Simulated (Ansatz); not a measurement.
# B3LYP/6-31G(d) (spherical functions) run of GaH3 (SMILES [GaH3])

Aim: the electronic atomisation energy of GaH3 at B3LYP/6-31G* (spherical functions), from 3 runs. 

The calculation is run with Ansatz 0.2.0.

27 further runs of the same task are left out: 3 that didn't finish, 24 set aside as unsound or not needed. Runs told in other sessions of the task aren't counted.

### Step 1. The structure to begin with

GaH3: 4 atoms, total charge 0, spin state singlet. SMILES: `[GaH3]`. The coordinates come from a PBE0-D4/def2-TZVP relaxation.

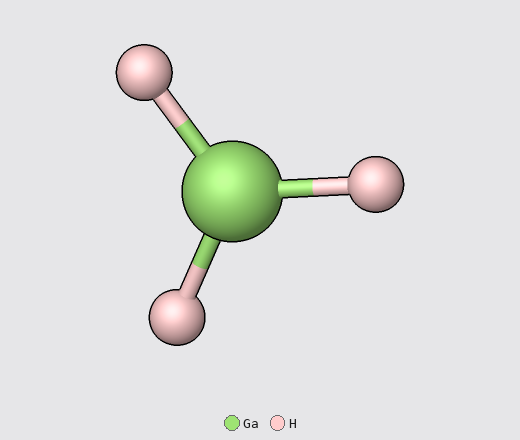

The structure, seen from a chosen angle (gallium green, hydrogen pink).

### Step 2. A single-point energy at B3LYP/6-31G(d) (spherical functions)

in.yaml

```yaml
basis:
  gaussian:
    orbitals: 6-31G_st_-spherical.json
crystal:
  periodic: [false, false, false]
  atoms:
    - {symbol: Ga, position_ang: [0.013400, -0.014900, -0.004600]}
    - {symbol: H, position_ang: [1.252400, 0.343800, 0.887700]}
    - {symbol: H, position_ang: [-0.552100, -1.477800, -0.009700]}
    - {symbol: H, position_ang: [-0.658400, 1.088700, -0.893700]}
accuracy: high
magnetization:
  spin_polarized: false
output:
  orbitals: {seedname: orbitals}
hamiltonian:
  xc: {name: B3LYP}
```

The basis set 6-31G* is read from a file made from the Basis Set Exchange's data (not shown).

Launch:

```console
ansatz run in.yaml --threads 1 --pin off --max-ram 3480MiB --events-out events.jsonl --progress --plain --runs-dir runs
```

Standard output:

```text
Warning: RAYON_NUM_THREADS=1 ignored (pool sized by the plan → 1); use --threads N
Functional definition: B3LYP
  name "B3LYP"
  parameter a0 = 0.2
  parameter ax = 0.72
  parameter ac = 0.81
  exchange = (1 - a0 - ax)*slater_x + ax*b88_x + a0*exact_x
  correlation = (1 - ac)*vwn_rpa_c + ac*lyp_c
718 factors; integrals over basis functions are off by at most 4.3e-9 eV
mean field evaluation 1: about -52419.1846 eV, gradient 2.0e1 eV
mean field evaluation 2: about -52419.2617 eV, gradient 2.4e1 eV
mean field evaluation 4: about -52419.7713 eV, gradient 2.0e-1 eV
mean field evaluation 8: about -52419.8002 eV, gradient 2.7e-3 eV
mean field evaluation 16: about -52419.8002 eV, gradient 1.3e-7 eV
mean field -52419.80022188 eV, -1926.3921267374 hartree, gradient 7.9e-9 eV, S^2 0.000000; 0 other end points of the search recorded, 0 dependent functions left out
reference -52419.80025812 eV, -1926.3921280690 hartree; 17, 17 occupied and 21, 21 virtual orbitals, 718 factors
Total energy: -52419.80025812 eV, -1926.3921280690 hartree
```

Wall time 2.9 s (1 thread of Arm Neoverse N1, shared host); peak memory 0.1 GiB.

### Step 3. The Ga atom at the same level

molecule.yaml

```yaml
crystal:
  periodic: [false, false, false]
  atoms:
    - {symbol: Ga, position_ang: [0.000000, 0.000000, 0.000000]}
basis:
  gaussian: {orbitals: 6-31G_st_-spherical.json}
magnetization: {spin_polarized: true, initial_magnetization: 1}
hamiltonian: {xc: {name: B3LYP}}
accuracy: high
```

The basis set 6-31G* is read from a file made from the Basis Set Exchange's data (not shown).

Run the same way, it converges to -1924.58741 Eh (log not shown).

### Step 4. The H atom at the same level

molecule.yaml

```yaml
crystal:
  periodic: [false, false, false]
  atoms:
    - {symbol: H, position_ang: [0.000000, 0.000000, 0.000000]}
basis:
  gaussian:
    orbitals: "6-31G*"
magnetization:
  spin_polarized: true
  initial_magnetization: 1
hamiltonian:
  xc: {name: B3LYP}
accuracy: high
```

Run the same way, it converges to -0.50027 Eh (log not shown).

### Step 5. Summary of results

At B3LYP/6-31G* (spherical functions):

| quantity | value |
| --- | --- |
| molecule: total energy | -1926.39213 Eh |
| molecule: HOMO energy | -8.42 eV |
| molecule: LUMO energy | -2.12 eV |
| molecule: HOMO–LUMO gap | 6.30 eV |
| Ga atom: total energy | -1924.58741 Eh |
| Ga atom: ⟨S²⟩ | 0.752 |
| H atom: total energy | -0.50027 Eh |
| H atom: ⟨S²⟩ | 0.750 |
| electronic atomisation energy | 8.270 eV |

What this shows: Taking the molecule apart into free atoms costs 8.27 eV (798 kJ/mol), before zero-point energy and without spin-orbit coupling.
